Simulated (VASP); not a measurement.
Band structure of TlBr (space group Cmcm). All values below come from PBEsol GGA, VASP's PBE PAW potentials (set 64) (plane waves; VASP).

Unless said otherwise, spin-orbit coupling is left out, though it shifts the bands of the heavy elements here.

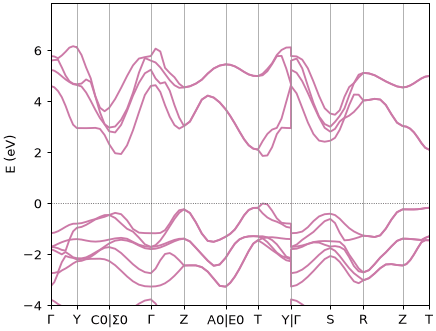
Fig. 1. Bands along high-symmetry lines, zero at the valence-band maximum or, without a gap, the Fermi level

Question: Read the plot: is there a gap, and where are the band edges?

Answer: The gap is direct, 1.87 eV, from the valence maximum at T-Y at 0.14 to the conduction minimum at T-Y at 0.14. (Edges off the drawn lines would not show.)

The structure comes from a computed database's TlBr entry (Cmcm); how it stands against other phases isn't given here. It was relaxed first, which changed the volume by -6 %.
